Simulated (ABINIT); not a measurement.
# CsH (Fm-3m): G0W0 in ABINIT against the screening cutoff in the self-energy, part 2 of 2

Aim: move the screening cutoff in the self-energy of a G0W0 run on CsH (Fm-3m) over a wide range.

ABINIT 10.8.3; LDA and many-body steps on it, plane waves. Known limits of the many-body steps: not at the basis limit; no spin-orbit coupling.

So far. Step 5 (2.3 Ha): The gap on the mesh goes from 1.96 eV to 4.00 eV, a correction of +2.05 eV. Step 6 (3.2 Ha): Against the run before, the gap moves by +0.072 eV.

The database entry behind the starting cell differs from later determinations by our own check (0.1 to 0.3 % short, probably kX units), so it need not match the best structure at ambient conditions.

## Step 7: 4.9 Ha

Level of this step: G0W0 on LDA, plane waves, norm-conserving pseudopotentials (ABINIT).

run.abi

```
acell 3*1.0 Angstrom
rprim 
  -0.000000000000 3.188000000000 3.188000000000
  3.188000000000 -0.000000000000 3.188000000000
  3.188000000000 3.188000000000 -0.000000000000
ntypat 2
znucl 55 1
natom 2
typat 1 2
xred 
  0.000000000000 0.000000000000 0.000000000000
  0.500000000000 0.500000000000 0.500000000000
pp_dirpath "pseudos"
pseudos "Cs.upf, H.upf"
ecut 31
ngkpt 4 4 4
nshiftk 1
shiftk 0 0 0
kptopt 1
chksymbreak 0
istwfk *1
occopt 1
irdwfk 1
optdriver 4
nband 110
gwcalctyp 0
ecutsigx 31
symsigma 1
nkptgw 2
kptgw 
  0.5000000000 0.0000000000 0.0000000000
  0.0000000000 0.0000000000 0.0000000000
bdgw 
  3 8
  2 8
ecuteps 4.9
irdscr 1
ppmodel 1
indata_prefix "in"
outdata_prefix "out"
tmpdata_prefix "tmp"
```

Run with:

```console
> OMP_NUM_THREADS=1 mpirun -n 4 abinit run.abi > log
```

Output:

```text
.Version 10.8.3 of ABINIT. v10.8.2 released Aug 2026.

 Symmetries : space group Fm -3 m (#225); Bravais cF (face-center cubic)
[... echo of the input left out ...]
== DATASET  1 ==================================================================
-   mpi_nproc: 4, omp_nthreads: 1 (-1 if OMP is not activated)

--- !DatasetInfo
iteration_state: {dtset: 1, }
dimensions: {natom: 2, nkpt: 8, mband: 110, nsppol: 1, nspinor: 1, nspden: 1, mpw: 3647, }
cutoff_energies: {ecut:  31.0, pawecutdg:  -1.0, }
[...]
Band     E0 <VxcDFT>   SigX SigC(E0)      Z dSigC/dE  Sig(E)    E-E0       E
[...]
7   6.764  -8.085  -3.323  -3.470   0.815  -0.227  -7.033   1.052   7.817
        8   6.764  -8.085  -3.323  -3.470   0.815  -0.227  -7.033   1.052   7.817

== END DATASET(S) ==============================================================
================================================================================

 -outvars: echo values of variables after computation  --------
           etotal      0.0000000000E+00
            nband         110
             nkpt           8
          spgroup         225
 [... the other variables as echoed above ...]

 Calculation completed.
```

The job ended after 13 s (4 MPI ranks of Arm Neoverse V2, shared host; peak memory 0.94 GiB; 50 s of CPU time).

This step gave:

| Item | Value |
| --- | --- |
| G0W0 gap on the points computed | 4.131 eV |
| starting gap on the mesh | 1.956 eV |
| k of the valence top | 0.5, 0, 0 |
| k of the conduction bottom | 0.5, 0, 0 |
| least direct G0W0 gap on the computed points | 4.131 eV |

Against the run before, the gap moves by +0.056 eV.

## Step 8: 6.5 Ha

run.abi, as its differences from that of step 7:

```diff
@@ -35,3 +35,3 @@
   2 8
-ecuteps 4.9
+ecuteps 6.5
 irdscr 1
```

Output:

```text
.Version 10.8.3 of ABINIT. v10.8.2 released Aug 2026.

 Symmetries : space group Fm -3 m (#225); Bravais cF (face-center cubic)
[... echo of the input left out ...]
== DATASET  1 ==================================================================
-   mpi_nproc: 4, omp_nthreads: 1 (-1 if OMP is not activated)

--- !DatasetInfo
iteration_state: {dtset: 1, }
dimensions: {natom: 2, nkpt: 8, mband: 110, nsppol: 1, nspinor: 1, nspden: 1, mpw: 3647, }
cutoff_energies: {ecut:  31.0, pawecutdg:  -1.0, }
[...]
Band     E0 <VxcDFT>   SigX SigC(E0)      Z dSigC/dE  Sig(E)    E-E0       E
[...]
7   6.764  -8.085  -3.323  -3.473   0.815  -0.227  -7.035   1.050   7.814
        8   6.764  -8.085  -3.323  -3.473   0.815  -0.227  -7.035   1.050   7.814

== END DATASET(S) ==============================================================
================================================================================

 -outvars: echo values of variables after computation  --------
           etotal      0.0000000000E+00
            nband         110
             nkpt           8
          spgroup         225
 [... the other variables as echoed above ...]

 Calculation completed.
```

It took 18 s on 4 MPI ranks; peak memory 1.1 GiB; 73 s of CPU time.

This step gave:

```
G0W0 gap on the points computed              : 4.137 eV
starting gap on the mesh                     : 1.956 eV
k of the valence top                         : 0.5, 0, 0
k of the conduction bottom                   : 0.5, 0, 0
least direct G0W0 gap on the computed points : 4.137 eV
```

Against the run before, the gap moves by +0.006 eV.

## Step 9: The runs together

Times are wall times on 4 MPI ranks of Arm Neoverse V2, shared host, good to a factor of about two. A run's time includes the screening step that it read.

| run | mesh | bands | screening cutoff (eV) | DFT gap (eV) | gap on the mesh (eV) | direct (eV) | ε∞ used | time |
| --- | --- | --- | --- | --- | --- | --- | --- | --- |
| 0.7 Ha | 4×4×4 | 110 | 19 | 1.956 | 3.913 | 3.913 | 3.25 | 20 s |
| 1.3 Ha | 4×4×4 | 110 | 35.4 | 1.956 | 3.923 | 3.923 | 3.25 | 20 s |
| 2.3 Ha | 4×4×4 | 110 | 62.6 | 1.956 | 4.003 | 4.003 | 3.25 | 21 s |
| 3.2 Ha | 4×4×4 | 110 | 87.1 | 1.956 | 4.075 | 4.075 | 3.25 | 22 s |
| 4.9 Ha | 4×4×4 | 110 | 133.3 | 1.956 | 4.131 | 4.131 | 3.25 | 29 s |
| 6.5 Ha | 4×4×4 | 110 | 176.9 | 1.956 | 4.137 | 4.137 | 3.25 | 35 s |

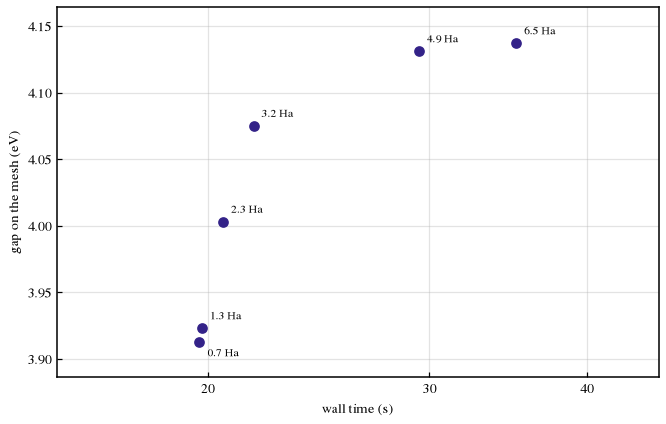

Result against wall time.

## Step 10: Summary of results

| Property | Result |
| --- | --- |
| 0.7 Ha | 3.913 eV |
| 1.3 Ha | 3.923 eV |
| 2.3 Ha | 4.003 eV |
| 3.2 Ha | 4.075 eV |
| 4.9 Ha | 4.131 eV |
| 6.5 Ha | 4.137 eV |
| known limits | not at the basis limit; no spin-orbit coupling |

What this shows: The setting moved: screening cutoff in the self-energy. From 0.7 Ha to 6.5 Ha the gap moves by +0.22 eV. It holds to 0.03 eV from 4.9 Ha on. Bands and screening cutoff are coupled, so a series along one setting does not show full convergence. Bands and cutoff are finite, so the gap is not at the basis limit. The miss can reach some tenths of an eV and take either sign; the mesh is an error of its own. In the G0W0 runs levels were corrected at 2 k points alone, so a gap called «on the mesh» is the least over those, and an edge elsewhere would be missed. The many-body steps are scalar-relativistic: spin-orbit coupling is not in them.

[Paths, hosts, dates, memory and timing lines, banners, echoed tables and standing remarks are left out of the program output.]

[Logs are printed without paths, hosts, clocks, repeated set-up lines and the standing remarks that a program may print on its own settings, such as how far it seeks lower states.]

[Runs of the session that timed out or met a known fault of the program may be left out.]

[Hosts, paths, dates, database ids (printed as entryN), source tags and the programs' standing remarks are cut or masked in the printed files.]

[G0W0 gaps are taken among the corrected bands and points alone; a level outside them can change the order at an edge.]

[Where Ansatz stands beside ABINIT at settings called matched, ABINIT's density can come from a denser mesh and the files from another edition; pairs whose starting gaps differed by over 0.03 eV were left out, so agreement reads better than it is.]
